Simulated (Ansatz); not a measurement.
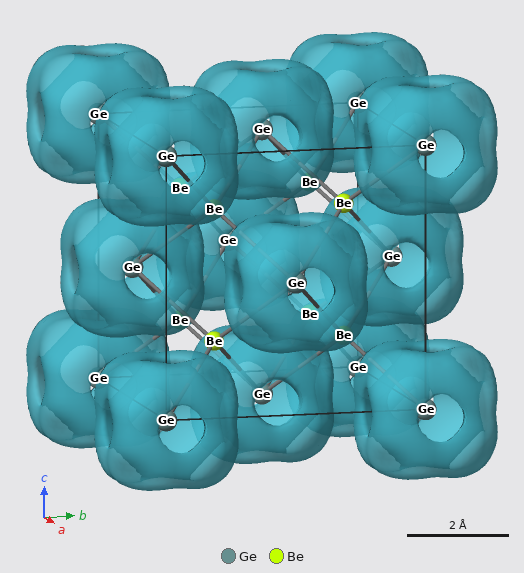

The picture shows: Be$_{2}$Ge. Isosurface of the ELF at 0.6 (cyan), seen slightly off an axis. Only the valence region is drawn (cores and ρ < 0.01 e/Å³ removed). Sticks mark near contacts.

Space group Fm-3m; started from the antifluorite prototype, which need not be the ambient phase.

Level of theory: DFT, HSE06, plane waves, PAW (Ansatz).

Core electrons are frozen (PAW), and the valence fields are smoothed inside the atomic spheres.

> Where are the electrons localised?

The surface consists of four regions wrapped around Ge (the valence shell of each), counted in one cell of 12 atoms. Any copies at cell faces, edges or corners count once. Profiles from the grid: Be–Ge (2.32 Å): the ELF peaks at about 0.80 between the atoms.
